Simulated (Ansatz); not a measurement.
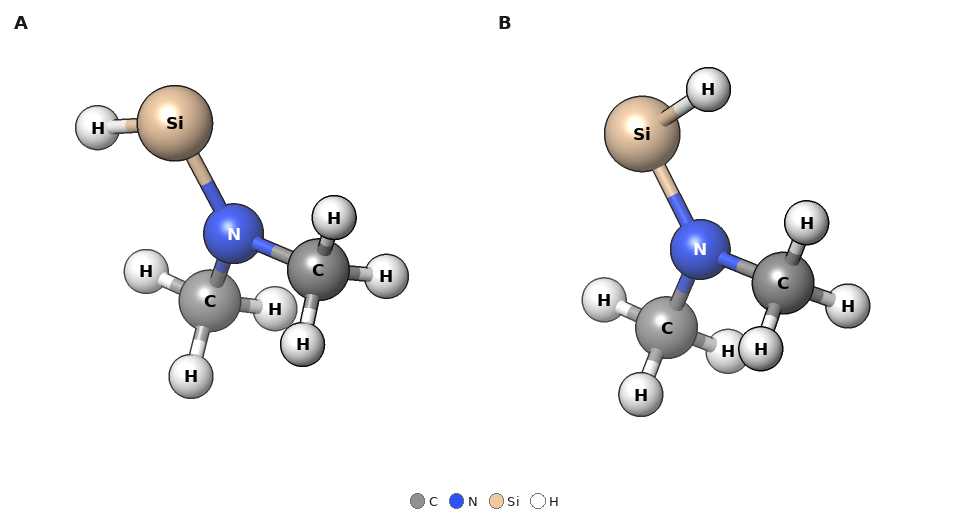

Distant atoms are faded towards the background colour. The geometry was computed by an optimisation with PBE0-D4/def2-TZVP.

**Can A be turned into B by a rotation alone?**

Yes. They are the same structure, C2H7NSi (CN(C)[SiH]), seen from two directions. With point group Cs it is achiral, so its mirror image would be the same too.
